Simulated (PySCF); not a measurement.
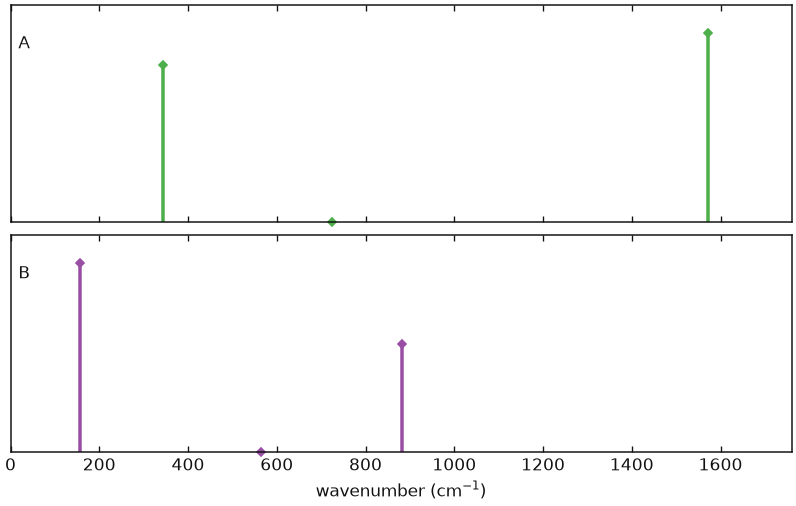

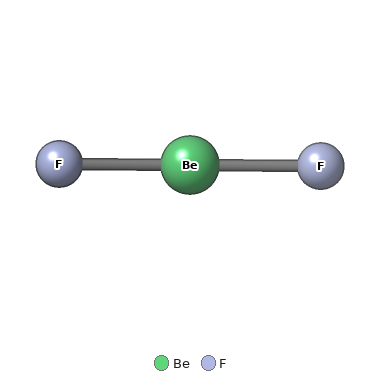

Harmonic infrared lines of BeF₂ and MgF₂, all D∞h singlets, each the lowest point that its search found (BeF₂ is drawn); the central atom changes down one group of the periodic table. PBE0/def2-TZVP, PySCF 2.14.0, unscaled, no spin-orbit coupling; each panel is scaled to its strongest line, degenerate modes are one line with their intensities summed, and dots on the axis are modes too weak to show or inactive.

Which panel belongs to which molecule?

Answer. A: BeF₂ (strongest line 1572.1 cm⁻¹); B: MgF₂ (strongest line 156.5 cm⁻¹).

How do the bond length and the stretches change along the series?

Answer. Mean bond length: BeF₂ 1.378, MgF₂ 1.746 Å, rising down the group. Highest σu+ mode: BeF₂ 1572, MgF₂ 882 cm⁻¹, falling down the group.

Give the modes by symmetry (cm⁻¹).

Answer.
```
symmetry    BeF₂   MgF₂
      πu   343.4  156.5
     σg+   725.0  563.7
     σu+  1572.1  881.8
```
